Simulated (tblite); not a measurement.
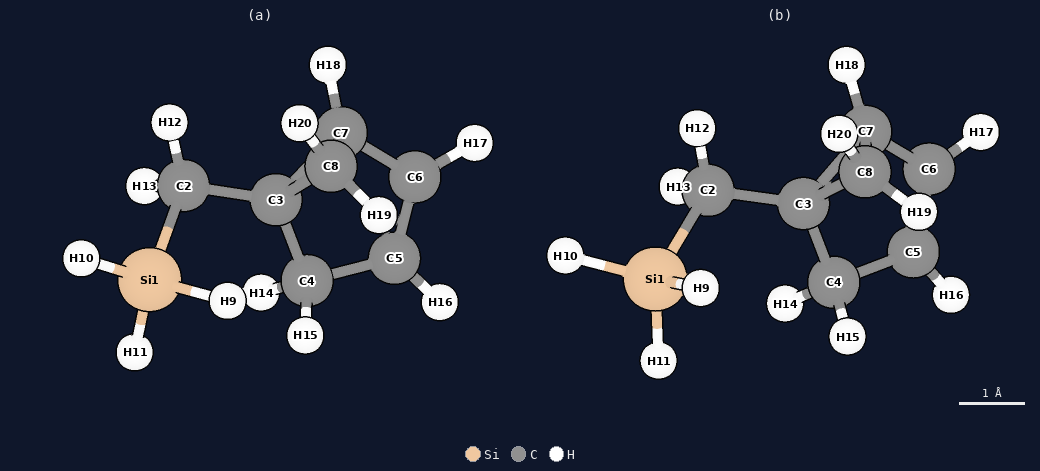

The structure of C7H12Si before (left) and after (right) a relaxation, at one scale.

A ball-and-stick model, seen at a tilt.

Level of theory: GFN2-xTB geometry optimisation, gas phase (tblite 0.8.0). 

### What changed between the two?

Over 93 geometry steps the energy falls by 0.508 eV. The largest move after the best rigid fit is that of H9, 0.90 Å. Largest moves by element: H 0.90 Å, C 0.23 Å, Si 0.22 Å. Among the contacts that change: C3–C7 1.474 → 1.516 Å, C3–C8 1.538 → 1.496 Å, C8–H19 1.116 → 1.080 Å, C2–C3 1.475 → 1.505 Å. Among the angles between lasting bonds that change: C2–C3–C8 111.6° → 120.3°, Si1–C2–C3 104.4° → 112.8°, H10–Si1–H11 116.6° → 109.3°. Groups turn about Si1–C2 by about 20°.
